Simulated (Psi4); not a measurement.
# r2SCAN/pcseg-1 (sweep point 2) run of BNH4 (SMILES BN)

What is the vertical ionisation energy of BNH4 at r2SCAN/pcseg-1 (sweep point 2)? 

Program for the calculation: Psi4 1.11.

4 further runs of the same task are left out: 2 that didn't finish, 2 set aside as unsound or not needed.

**1. The molecule**

The species is BNH4 (6 atoms), meant as a singlet with charge 0. SMILES: `BN`. The coordinates come from a PBE0-D4/def2-TZVP relaxation.

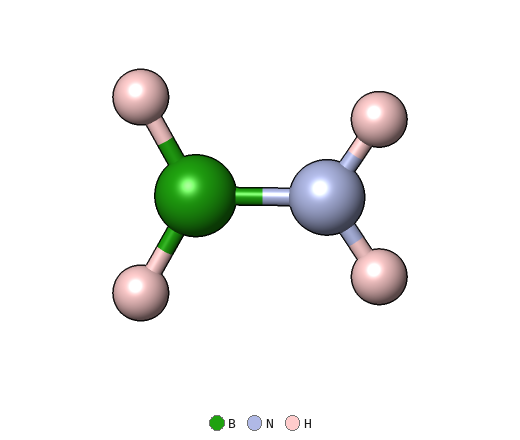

Viewed from a chosen angle; boron green, nitrogen light blue, hydrogen pink.

**2. A single-point energy at r2SCAN/pcseg-1 (sweep point 2)**

File job.in:

```
memory 1600 MB

molecule {
  0 1
  B     -0.128200    -0.679600    -0.025600
  N      0.146100     0.677400     0.010800
  H      0.225800    -1.368000     0.887500
  H     -0.712000    -1.128700    -0.969200
  H     -0.121600     1.313700    -0.720800
  H      0.632000     1.121400     0.771300
  units angstrom
  symmetry c1
}

set basis pcseg-1
set puream true
set scf_type pk
set dft_radial_points 99
set dft_spherical_points 590

E, wfn = energy("r2scan", return_wfn=True)
```

Run with:

```console
psi4 -n 1 job.in job.out
```

job.out:

```text
Psi4 1.11 release

   => Loading Basis Set <=

    Name: PCSEG-1
    Role: ORBITAL
    Keyword: BASIS

         ---------------------------------------------------------
                                   SCF
                              RKS Reference
                        1 Threads,   1525 MiB Core
         ---------------------------------------------------------

  ==> Geometry <==

    Molecular point group: c1
    Full point group: C1

    Geometry (in Angstrom), charge = 0, multiplicity = 1:

       Center              X                  Y                   Z               Mass
    ------------   -----------------  -----------------  -----------------  -----------------
         B           -0.150884644032    -0.746453663855    -0.020020501748    11.009305360000
         N            0.123415355968     0.610546336145     0.016379498252    14.003074004430
         H            0.203115355968    -1.434853663855     0.893079498252     1.007825032230
         H           -0.734684644032    -1.195553663855    -0.963620501748     1.007825032230
         H           -0.144284644032     1.246846336145    -0.715220501748     1.007825032230
         H            0.609315355968     1.054546336145     0.776879498252     1.007825032230

  Running in c1 symmetry.

  Rotational constants: A =      4.63645  B =      0.92433  C =      0.77069 [cm^-1]
  Rotational constants: A = 138997.27363  B =  27710.84607  C =  23104.64580 [MHz]
  Nuclear repulsion =   32.316093047941223

  Charge       = 0
  Multiplicity = 1
  Electrons    = 16
  Nalpha       = 8
  Nbeta        = 8

  ==> Algorithm <==

  SCF Algorithm Type is PK.
  DIIS enabled.
  MOM disabled.
  Fractional occupation disabled.
  Guess Type is SAD.
  Energy threshold   = 1.00e-06
  Density threshold  = 1.00e-06
  Integral threshold = 1.00e-12

  ==> Primary Basis <==

  Basis Set: PCSEG-1
    Blend: PCSEG-1
    Number of shells: 24
    Number of basis functions: 48
    Number of Cartesian functions: 50
    Spherical Harmonics?: true
    Max angular momentum: 2

  ==> DFT Potential <==

   => LibXC <=

    Version 7.1.2

   => Composite Functional: R2SCAN <=

    r2SCAN Meta-GGA XC Functional  (0.1021/acs.jpclett.0c02405)

    Deriv               =              1
    GGA                 =           TRUE
    Meta                =           TRUE

    Exchange Hybrid     =          FALSE
    MP2 Hybrid          =          FALSE

   => Exchange Functionals <=

    1.0000   XC_MGGA_X_R2SCAN

   => Correlation Functionals <=

    1.0000   XC_MGGA_C_R2SCAN

   => LibXC Density Thresholds  <==

    XC_MGGA_C_R2SCAN:  1.00E-15
    XC_MGGA_X_R2SCAN:  1.00E-11

   => Molecular Quadrature <=

    Radial Scheme          =       TREUTLER
    Pruning Scheme         =           NONE
    Nuclear Scheme         =       TREUTLER

    Blocking Scheme        =         OCTREE
    BS radius alpha        =              1
    Pruning alpha          =              1
    Radial Points          =             99
    Spherical Points       =            590
    Total Points           =         335516
    Total Blocks           =           2440
    Max Points             =            256
    Max Functions          =             48
    Weights Tolerance      =       1.00E-15

  ==> Integral Setup <==

  Using in-core PK algorithm.
   Calculation information:
      Number of atoms:                   6
      Number of AO shells:              24
      Number of primitives:             46
      Number of atomic orbitals:        50
      Number of basis functions:        48

      Integral cutoff                 1.00e-12
      Number of threads:                 1

  Performing in-core PK
  Using 1384152 doubles for integral storage.
  We computed 45140 shell quartets total.
  Whereas there are 45150 unique shell quartets.

  ==> DiskJK: Disk-Based J/K Matrices <==

    J tasked:                  Yes
    K tasked:                   No
    wK tasked:                  No
    Memory [MiB]:               56
    Schwarz Cutoff:          1E-12

  Cached 100.0% of DFT collocation blocks in 1.063 [GiB].

  Minimum eigenvalue in the overlap matrix is 1.3504765114E-02.
  Reciprocal condition number of the overlap matrix is 2.7470507455E-03.
    Using symmetric orthogonalization.

  ==> Pre-Iterations <==

  SCF Guess: Superposition of Atomic Densities via on-the-fly atomic UHF (no occupation information).

   -------------------------
    Irrep   Nso     Nmo
   -------------------------
     A         48      48
   -------------------------
    Total      48      48
   -------------------------

  ==> Iterations <==

                        Total Energy        Delta E     RMS |[F,P]|

   @RKS iter SAD:   -81.38967425741404   -8.13897e+01   0.00000e+00
   @RKS iter   1:   -81.67943929641507   -2.89765e-01   1.61201e-02 DIIS/ADIIS
   @RKS iter   2:   -81.26644007725557    4.12999e-01   2.39463e-02 DIIS/ADIIS
   @RKS iter   3:   -81.94960048990372   -6.83160e-01   3.09679e-03 DIIS/ADIIS
   @RKS iter   4:   -81.96309970030126   -1.34992e-02   9.65228e-04 DIIS/ADIIS
   @RKS iter   5:   -81.96442238686029   -1.32269e-03   8.90417e-05 DIIS
   @RKS iter   6:   -81.96443487604955   -1.24892e-05   1.05373e-05 DIIS
   @RKS iter   7:   -81.96443507071034   -1.94661e-07   6.82427e-07 DIIS
  Energy and wave function converged.

  ==> Post-Iterations <==

   Electrons on quadrature grid:
      Ntotal   =   16.0000000033 ; deviation = 3.296e-09

    Orbital Energies [Eh]
    ---------------------

    Doubly Occupied:

       1A    -14.164424     2A     -6.612818     3A     -0.840649
       4A     -0.493859     5A     -0.483822     6A     -0.359887
       7A     -0.286914     8A     -0.278462

    Virtual:

       9A     -0.005341    10A      0.055486    11A      0.106396
      12A      0.139239    13A      0.183591    14A      0.207423
      15A      0.285208    16A      0.319698    17A      0.353478
      18A      0.518734    19A      0.553476    20A      0.601355
      21A      0.660005    22A      0.697536    23A      0.726890
      24A      0.780732    25A      0.986934    26A      1.150604
      27A      1.283910    28A      1.324409    29A      1.462499
      30A      1.637987    31A      1.656000    32A      1.800468
      33A      1.992928    34A      2.029817    35A      2.064034
      36A      2.070756    37A      2.173432    38A      2.282369
      39A      2.395306    40A      2.508459    41A      2.521256
      42A      2.616893    43A      2.654731    44A      2.987716
      45A      3.125630    46A      3.164507    47A      3.401593
      48A      3.591959

    Final Occupation by Irrep:
              A
    DOCC [     8 ]
    NA   [     8 ]
    NB   [     8 ]

  @RKS Final Energy:   -81.96443507071034

   => Energetics <=

    Nuclear Repulsion Energy =             32.3160930479412229
    One-Electron Energy =                -173.4020050599210379
    Two-Electron Energy =                  71.5325029976886668
    DFT Exchange-Correlation Energy =     -12.4110260564191837
    Empirical Dispersion Energy =           0.0000000000000000
    VV10 Nonlocal Energy =                  0.0000000000000000
    Total Energy =                        -81.9644350707103371

Computation Completed

Properties will be evaluated at   0.000000,   0.000000,   0.000000 [a0]

Properties computed using the SCF density matrix

 Multipole Moments:

 ------------------------------------------------------------------------------------
     Multipole            Electronic (a.u.)      Nuclear  (a.u.)        Total (a.u.)
 ------------------------------------------------------------------------------------

 L = 1.  Multiply by 2.5417464519 to convert [e a0] to [Debye]
 Dipole X            :          0.0827476            0.0811556            0.1639032
 Dipole Y            :          0.4097984            0.4016450            0.8114434
 Dipole Z            :          0.0110138            0.0107185            0.0217323
 Magnitude           :                                                    0.8281165

 ------------------------------------------------------------------------------------

	total time  =         21 seconds =       0.35 minutes

    Psi4 run time: 0:00:21.42
```

It took 24 s on 1 thread of Intel Xeon at 2.50GHz (Skylake/Cascade Lake), shared host; peak memory 1.3 GiB.

**3. The doublet cation, same level**

File input.inp:

```
memory 1600 MB

molecule {
  1 2
  B     -0.128200    -0.679600    -0.025600
  N      0.146100     0.677400     0.010800
  H      0.225800    -1.368000     0.887500
  H     -0.712000    -1.128700    -0.969200
  H     -0.121600     1.313700    -0.720800
  H      0.632000     1.121400     0.771300
  units angstrom
  symmetry c1
}

set {
  reference uks
  puream true
  scf_type pk
  dft_radial_points 99
  dft_spherical_points 590
  maxiter 150
}

energy("r2scan/pcseg-1")
```

Run with:

```console
psi4 -i input.inp -o input.out -n 1
```

input.out:

```text
Psi4 1.11 release

   => Loading Basis Set <=

    Name: PCSEG-1
    Role: ORBITAL
    Keyword: BASIS

         ---------------------------------------------------------
                                   SCF
                              UKS Reference
                        1 Threads,   1525 MiB Core
         ---------------------------------------------------------

  ==> Geometry <==

    Molecular point group: c1
    Full point group: C1

    Geometry (in Angstrom), charge = 1, multiplicity = 2:

       Center              X                  Y                   Z               Mass
    ------------   -----------------  -----------------  -----------------  -----------------
         B           -0.150884644032    -0.746453663855    -0.020020501748    11.009305360000
         N            0.123415355968     0.610546336145     0.016379498252    14.003074004430
         H            0.203115355968    -1.434853663855     0.893079498252     1.007825032230
         H           -0.734684644032    -1.195553663855    -0.963620501748     1.007825032230
         H           -0.144284644032     1.246846336145    -0.715220501748     1.007825032230
         H            0.609315355968     1.054546336145     0.776879498252     1.007825032230

  Running in c1 symmetry.

  Rotational constants: A =      4.63645  B =      0.92433  C =      0.77069 [cm^-1]
  Rotational constants: A = 138997.27363  B =  27710.84607  C =  23104.64580 [MHz]
  Nuclear repulsion =   32.316093047941223

  Charge       = 1
  Multiplicity = 2
  Electrons    = 15
  Nalpha       = 8
  Nbeta        = 7

  ==> Algorithm <==

  SCF Algorithm Type is PK.
  DIIS enabled.
  MOM disabled.
  Fractional occupation disabled.
  Guess Type is SAD.
  Energy threshold   = 1.00e-06
  Density threshold  = 1.00e-06
  Integral threshold = 1.00e-12

  ==> Primary Basis <==

  Basis Set: PCSEG-1
    Blend: PCSEG-1
    Number of shells: 24
    Number of basis functions: 48
    Number of Cartesian functions: 50
    Spherical Harmonics?: true
    Max angular momentum: 2

  ==> DFT Potential <==

   => LibXC <=

    Version 7.1.2

   => Composite Functional: R2SCAN <=

    r2SCAN Meta-GGA XC Functional  (0.1021/acs.jpclett.0c02405)

    Deriv               =              1
    GGA                 =           TRUE
    Meta                =           TRUE

    Exchange Hybrid     =          FALSE
    MP2 Hybrid          =          FALSE

   => Exchange Functionals <=

    1.0000   XC_MGGA_X_R2SCAN

   => Correlation Functionals <=

    1.0000   XC_MGGA_C_R2SCAN

   => LibXC Density Thresholds  <==

    XC_MGGA_C_R2SCAN:  1.00E-15
    XC_MGGA_X_R2SCAN:  1.00E-11

   => Molecular Quadrature <=

    Radial Scheme          =       TREUTLER
    Pruning Scheme         =           NONE
    Nuclear Scheme         =       TREUTLER

    Blocking Scheme        =         OCTREE
    BS radius alpha        =              1
    Pruning alpha          =              1
    Radial Points          =             99
    Spherical Points       =            590
    Total Points           =         335516
    Total Blocks           =           2440
    Max Points             =            256
    Max Functions          =             48
    Weights Tolerance      =       1.00E-15

  ==> Integral Setup <==

  Using in-core PK algorithm.
   Calculation information:
      Number of atoms:                   6
      Number of AO shells:              24
      Number of primitives:             46
      Number of atomic orbitals:        50
      Number of basis functions:        48

      Integral cutoff                 1.00e-12
      Number of threads:                 1

  Performing in-core PK
  Using 1384152 doubles for integral storage.
  We computed 45140 shell quartets total.
  Whereas there are 45150 unique shell quartets.

  ==> DiskJK: Disk-Based J/K Matrices <==

    J tasked:                  Yes
    K tasked:                   No
    wK tasked:                  No
    Memory [MiB]:               56
    Schwarz Cutoff:          1E-12

  Cached 100.0% of DFT collocation blocks in 1.063 [GiB].

  Minimum eigenvalue in the overlap matrix is 1.3504765114E-02.
  Reciprocal condition number of the overlap matrix is 2.7470507455E-03.
    Using symmetric orthogonalization.

  ==> Pre-Iterations <==

  SCF Guess: Superposition of Atomic Densities via on-the-fly atomic UHF (no occupation information).

   -------------------------
    Irrep   Nso     Nmo
   -------------------------
     A         48      48
   -------------------------
    Total      48      48
   -------------------------

  ==> Iterations <==

                        Total Energy        Delta E     RMS |[F,P]|

   @UKS iter SAD:   -81.38967425741404   -8.13897e+01   0.00000e+00
   @UKS iter   1:   -81.32037741443224    6.92968e-02   1.47730e-02 DIIS/ADIIS
   @UKS iter   2:   -80.63156449279504    6.88813e-01   2.57564e-02 DIIS/ADIIS
   @UKS iter   3:   -81.50667117351472   -8.75107e-01   4.02277e-03 DIIS/ADIIS
   @UKS iter   4:   -81.45608700866147    5.05842e-02   7.70538e-03 DIIS/ADIIS
   @UKS iter   5:   -81.51104523422819   -5.49582e-02   4.95588e-03 DIIS/ADIIS
   @UKS iter   6:   -81.53999581857600   -2.89506e-02   2.23570e-03 DIIS/ADIIS
   @UKS iter   7:   -81.54620219653121   -6.20638e-03   7.95555e-04 DIIS/ADIIS
   @UKS iter   8:   -81.54715122615679   -9.49030e-04   1.08361e-04 DIIS/ADIIS
   @UKS iter   9:   -81.54743918887192   -2.87963e-04   3.52456e-04 DIIS/ADIIS
   @UKS iter  10:   -81.54716694887603    2.72240e-04   4.97767e-05 DIIS
   @UKS iter  11:   -81.54715780760168    9.14127e-06   3.55180e-05 DIIS
   @UKS iter  12:   -81.54715939727211   -1.58967e-06   8.07034e-06 DIIS
   @UKS iter  13:   -81.54715939420296    3.06915e-09   3.70625e-06 DIIS
   @UKS iter  14:   -81.54715939955378   -5.35081e-09   7.81174e-07 DIIS
  Energy and wave function converged.

  ==> Post-Iterations <==

   Electrons on quadrature grid:
      Nalpha   =    7.9999999974 ; deviation = -2.551e-09
      Nbeta    =    6.9999999993 ; deviation = -7.107e-10
      Ntotal   =   14.9999999967 ; deviation = -3.262e-09

   @Spin Contamination Metric:   3.803512118E-03
   @S^2 Expected:                7.500000000E-01
   @S^2 Observed:                7.538035121E-01
   @S   Expected:                5.000000000E-01
   @S   Observed:                5.000000000E-01

    Orbital Energies [Eh]
    ---------------------

    Alpha Occupied:

       1A    -14.583082     2A     -6.916769     3A     -1.240525
       4A     -0.848484     5A     -0.842100     6A     -0.707795
       7A     -0.633141     8A     -0.549956

    Alpha Virtual:

       9A     -0.291176    10A     -0.199942    11A     -0.147899
      12A     -0.063162    13A     -0.037894    14A     -0.014519
      15A      0.060033    16A      0.073814    17A      0.128127
      18A      0.196682    19A      0.247822    20A      0.336213
      21A      0.346097    22A      0.422387    23A      0.457202
      24A      0.494368    25A      0.697431    26A      0.809178
      27A      0.978134    28A      0.978800    29A      1.111206
      30A      1.369347    31A      1.374001    32A      1.478521
      33A      1.689464    34A      1.717666    35A      1.721717
      36A      1.794882    37A      1.895662    38A      2.004020
      39A      2.058468    40A      2.212825    41A      2.231571
      42A      2.247326    43A      2.291830    44A      2.664368
      45A      2.819893    46A      2.881939    47A      3.079636
      48A      3.263591

    Beta Occupied:

       1A    -14.557759     2A     -6.916118     3A     -1.174779
       4A     -0.830985     5A     -0.827467     6A     -0.629207
       7A     -0.549590

    Beta Virtual:

       8A     -0.548112     9A     -0.257321    10A     -0.181513
      11A     -0.142425    12A     -0.060478    13A     -0.029403
      14A     -0.009819    15A      0.063191    16A      0.083524
      17A      0.133207    18A      0.205279    19A      0.274963
      20A      0.352555    21A      0.428421    22A      0.437412
      23A      0.461910    24A      0.504326    25A      0.702326
      26A      0.858357    27A      0.991491    28A      1.005041
      29A      1.128274    30A      1.364779    31A      1.380530
      32A      1.498515    33A      1.700422    34A      1.706560
      35A      1.745463    36A      1.790267    37A      1.895655
      38A      2.007697    39A      2.100361    40A      2.203652
      41A      2.227399    42A      2.281774    43A      2.320554
      44A      2.664419    45A      2.809626    46A      2.874819
      47A      3.070415    48A      3.255746

    Final Occupation by Irrep:
              A
    DOCC [     7 ]
    SOCC [     1 ]
    NA   [     8 ]
    NB   [     7 ]

  @UKS Final Energy:   -81.54715939955378

   => Energetics <=

    Nuclear Repulsion Energy =             32.3160930479412229
    One-Electron Energy =                -167.9683013828530136
    Two-Electron Energy =                  66.2449302962413498
    DFT Exchange-Correlation Energy =     -12.1398813608833294
    Empirical Dispersion Energy =           0.0000000000000000
    VV10 Nonlocal Energy =                  0.0000000000000000
    Total Energy =                        -81.5471593995537773

  UHF NO Occupations:
  HONO-2 :    6  A 1.9997554
  HONO-1 :    7  A 1.9985011
  HONO-0 :    8  A 1.0000000
  LUNO+0 :    9  A 0.0014989
  LUNO+1 :   10  A 0.0002446
  LUNO+2 :   11  A 0.0001226
  LUNO+3 :   12  A 0.0000344

Computation Completed

Properties will be evaluated at   0.000000,   0.000000,   0.000000 [a0]

Properties computed using the SCF density matrix

 Multipole Moments:

 ------------------------------------------------------------------------------------
     Multipole            Electronic (a.u.)      Nuclear  (a.u.)        Total (a.u.)
 ------------------------------------------------------------------------------------

 L = 1.  Multiply by 2.5417464519 to convert [e a0] to [Debye]
 Dipole X            :          0.1361433            0.0811556            0.2172989
 Dipole Y            :          0.6739736            0.4016450            1.0756185
 Dipole Z            :          0.0180785            0.0107185            0.0287970
 Magnitude           :                                                    1.0977264

 ------------------------------------------------------------------------------------

	total time  =         60 seconds =       1.00 minutes

    Psi4 run time: 0:01:00.17
```

Wall time 64 s (1 thread of Intel Xeon at 2.50GHz (Skylake/Cascade Lake), shared host); peak memory 1.3 GiB.

**4. Results**

Level: r2SCAN/pcseg-1 (sweep point 2).

```
                                          quantity         value
                        singlet BNH4: total energy  -81.96444 Eh
                       singlet BNH4: dipole moment        2.10 D
                         singlet BNH4: HOMO energy      -7.58 eV
                         singlet BNH4: LUMO energy      -0.15 eV
                       singlet BNH4: HOMO–LUMO gap       7.43 eV
                      doublet cation: total energy  -81.54716 Eh
doublet cation: HOMO energy (highest over α and β)     -14.96 eV
 doublet cation: LUMO energy (lowest over α and β)     -14.91 eV
                              doublet cation: ⟨S²⟩         0.754
vertical ionisation energy (to the doublet cation)     11.355 eV
```

What this shows: The vertical ionisation energy comes to 11.35 eV (1096 kJ/mol). −ε(HOMO) before ionisation, 7.58 eV, is 3.78 eV below this ionisation energy.
